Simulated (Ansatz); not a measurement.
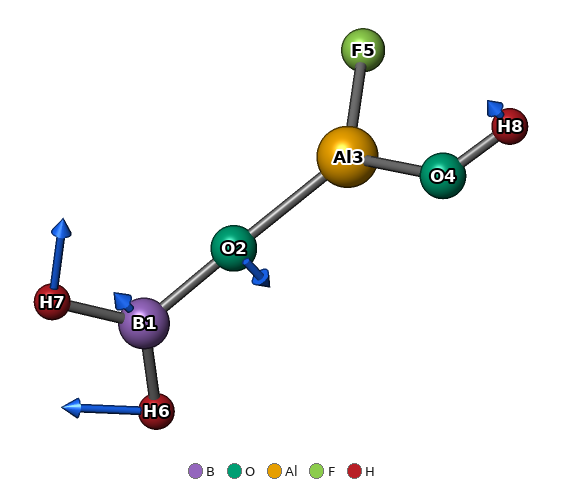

The arrows show one normal mode. Harmonic vibrations computed with RKS PBE0-D4/def2-TZVP (Ansatz 0.2.0) at a stationary point of the same level.

Estimate its harmonic wavenumber.

66 cm⁻¹; it is mode 1 of 18 counted from the lowest.
